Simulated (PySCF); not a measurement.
**C₃H₃NOS, SMILES `CC#N.O=C=S`: what the electrons do**

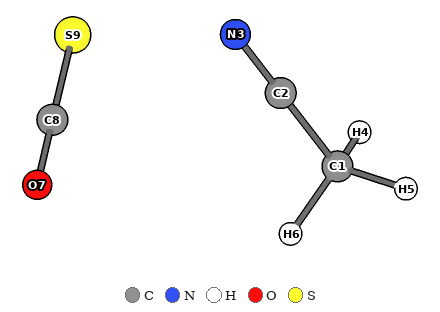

The molecule, with its atoms numbered as below.

Geometry (Å), atoms numbered from 1:

```
C1       2.3195   -0.2041    0.9811
C2       1.8634   -0.1001   -0.3767
N3       1.4975   -0.0205   -1.4573
H4       2.0923   -1.1988    1.3640
H5       3.3966   -0.0413    1.0155
H6       1.8241    0.5466    1.5946
O7      -1.0228    1.7030    0.1483
C8      -1.3021    0.5848    0.0928
S9      -1.6811   -0.9045    0.0535
```

## 1. Bonding charge

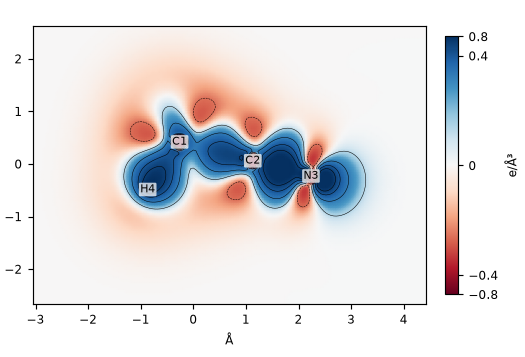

Deformation density (molecule less spherical, spin-averaged free atoms) in the plane of C1, C2, N3 and H4; colour scale in e/Å³, logarithmic beyond ±0.1; blue: gain, red: loss.

Computed with PySCF, CAM-B3LYP/def2-SVP, geometry: an unrelaxed start of a pair search.

How much density has each bond in this plane gained at its critical point, relative to the free atoms?

Answer. C2–N3: +0.91 e/Å³ at the bond critical point (bond length 1.14 Å, Mayer order 3.0). C1–H4: +0.70 e/Å³ at the bond critical point (bond length 1.09 Å, Mayer order 0.9). C1–C2: +0.47 e/Å³ at the bond critical point (bond length 1.44 Å, Mayer order 1.1). In all, 2.1 electrons gather in the regions of gain relative to the promolecule.

Where do the Hirshfeld charges lie?

Answer. The highest Hirshfeld charge is on C8 (+0.17 e), the lowest on N3 (−0.23 e).

## 2. Bond critical points

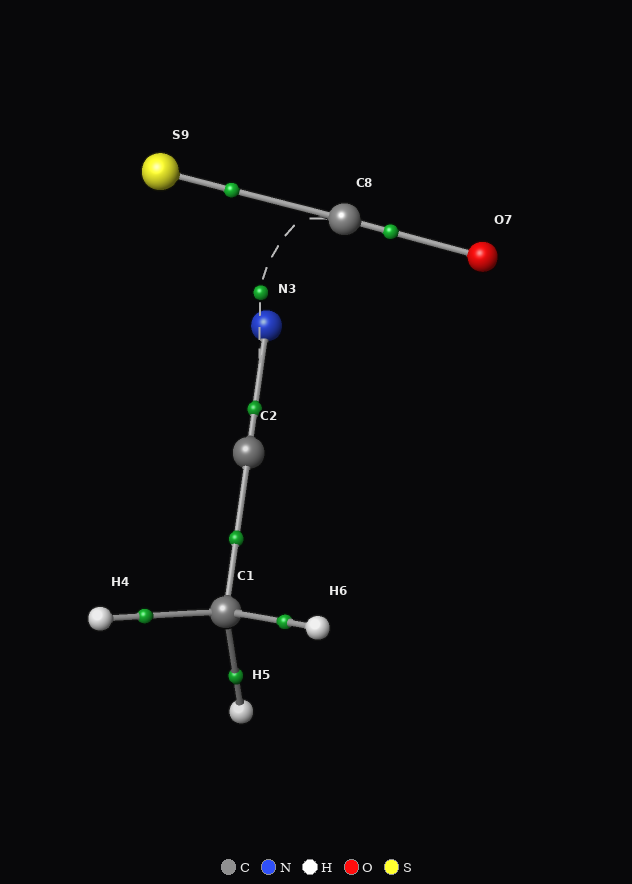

Molecular graph of the electron density (QTAIM): bond paths, bond critical points (green), ring points (magenta, if any); weak paths are dashed.

How many critical points of each kind are there, and does the count close?

Answer. 9 nuclei, 8 bond, 0 ring and 0 cage critical points: 9 − 8 + 0 − 0 = 1, as the Poincaré–Hopf relation requires.

What does the calculation give at each kind of bond critical point?

Answer.
| bond | length (Å) | ρ (a.u.) | ∇²ρ (a.u.) | ε | H (a.u.) |
| --- | --- | --- | --- | --- | --- |
| C2–N3 | 1.144 | 0.480 | +0.45 | 0.00 | −0.897 |
| O7–C8 | 1.154 | 0.457 | +0.90 | 0.00 | −0.809 |
| C1–H6 | 1.089 | 0.277 | −1.06 | 0.01 | −0.303 |
| C1–H4 | 1.090 | 0.276 | −1.05 | 0.01 | −0.302 |
| C1–H5 | 1.090 | 0.276 | −1.05 | 0.01 | −0.301 |
| C1–C2 | 1.436 | 0.275 | −0.72 | 0.00 | −0.258 |
| C8–S9 | 1.537 | 0.235 | +0.94 | 0.01 | −0.243 |
| N3–C8 | 3.257 | 0.006 | +0.02 | 1.23 | +0.001 |

What kind of interaction is C1–C2?

Answer. Shared-shell (covalent): ρ = 0.275, ∇²ρ = −0.72, H = −0.258 a.u.

Are there bond paths between atoms that aren't covalently bonded?

Answer. Yes: N3–C8 (3.26 Å, ρ = 0.006).

## 3. Local ionisation energy

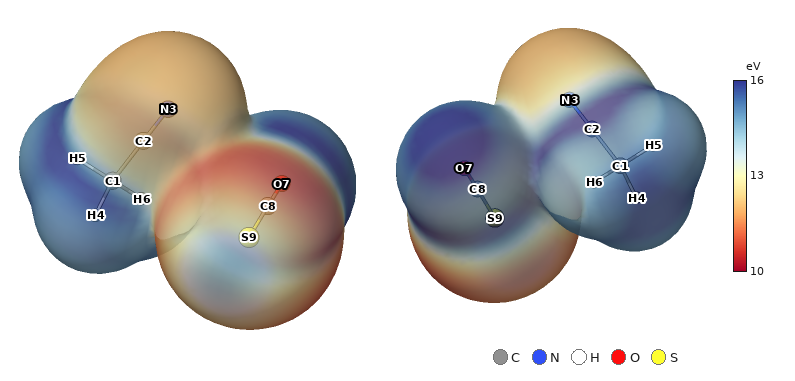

Average local ionisation energy on the surface of electron density 0.001 a.u. (back view left, front view right).

Locate the minima of the map.

Answer. The lowest value is 11.0 eV, 2.2 Å from S9. Further minima include 11.0 eV, 2.2 Å from S9; 12.0 eV, 1.8 Å from N3; 14.6 eV, 1.3 Å from H4. For comparison, the highest occupied orbital lies at −9.6 eV.

What volume does the surface enclose, and what is the dipole moment?

Answer. About 127 Å³; the dipole moment is 3.6 D.

The PySCF run shown took 14 s on 1 thread of Arm Neoverse V1 (shared host).
